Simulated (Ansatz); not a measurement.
```yaml
atoms:
  - { symbol: S, position_ang: [7.0389, 0.3848, 0.7233] }
  - { symbol: C, position_ang: [5.2941, 0.3129, 0.4919] }
  - { symbol: C, position_ang: [4.6424, 0.4150, -0.7590] }
  - { symbol: N, position_ang: [3.3194, 0.3505, -0.8839] }
  - { symbol: C, position_ang: [2.5930, 0.1802, 0.2424] }
  - { symbol: C, position_ang: [1.1280, 0.0984, 0.1057] }
  - { symbol: C, position_ang: [0.4788, 0.2104, -1.1437] }
  - { symbol: N, position_ang: [-0.8454, 0.1274, -1.2758] }
  - { symbol: C, position_ang: [-1.5632, -0.0730, -0.1468] }
  - { symbol: C, position_ang: [-3.0258, -0.1773, -0.2848] }
  - { symbol: C, position_ang: [-3.8714, -0.3971, 0.8252] }
  - { symbol: N, position_ang: [-5.1985, -0.4975, 0.7132] }
  - { symbol: C, position_ang: [-5.6940, -0.3760, -0.5348] }
  - { symbol: S, position_ang: [-7.4426, -0.5007, -0.7516] }
  - { symbol: N, position_ang: [-5.0004, -0.1653, -1.6693] }
  - { symbol: C, position_ang: [-3.6756, -0.0683, -1.5346] }
  - { symbol: N, position_ang: [-1.0478, -0.1875, 1.0988] }
  - { symbol: C, position_ang: [0.2775, -0.1014, 1.2156] }
  - { symbol: N, position_ang: [3.1135, 0.0760, 1.4847] }
  - { symbol: C, position_ang: [4.4376, 0.1420, 1.6057] }
  - { symbol: H, position_ang: [7.3462, 0.5429, -0.5951] }
  - { symbol: H, position_ang: [5.2293, 0.5535, -1.6870] }
  - { symbol: H, position_ang: [1.0796, 0.3727, -2.0552] }
  - { symbol: H, position_ang: [-3.4304, -0.4922, 1.8322] }
  - { symbol: H, position_ang: [-7.6753, -0.6981, 0.5764] }
  - { symbol: H, position_ang: [-3.0762, 0.1042, -2.4448] }
  - { symbol: H, position_ang: [0.7148, -0.1931, 2.2248] }
  - { symbol: H, position_ang: [4.8537, 0.0565, 2.6265] }
```

Geometry: PBE-D4/def2-SVP; not at a stationary point (largest force 0.8 eV/Å).

Method: RKS PBE0-D4/def2-TZVP (Ansatz).

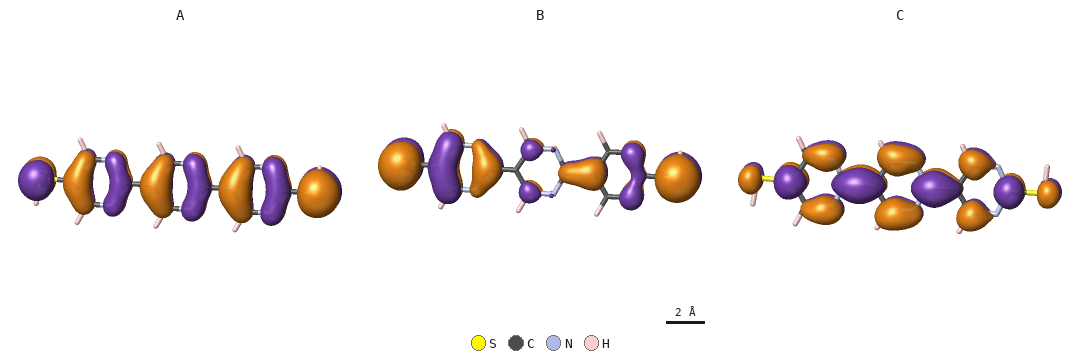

C12H8N6S2 (SMILES Sc1cnc(-c2cnc(-c3cnc(S)nc3)nc2)nc1). Three frontier orbitals at ±0.06 Å⁻³ᐟ² (orange and purple are the two phases), in no order.

### Order the three orbitals by energy and name them.

B is the HOMO−1 (−7.23 eV). It lies mainly on S1 (about 30 %), S14 (about 25 %) and C2 (about 5 %). A is the HOMO (−6.63 eV). Its weight (Hirshfeld) is mainly on S14 (about 25 %), S1 (about 10 %), C10 (about 10 %) and C6 (about 5 %). C is the LUMO (−2.53 eV). No atom holds more than about 15 % of it (Hirshfeld); by element the shares are C 70 %, N 20 % and S 5 %.

### What is the HOMO–LUMO gap?

4.10 eV between the orbital energies.
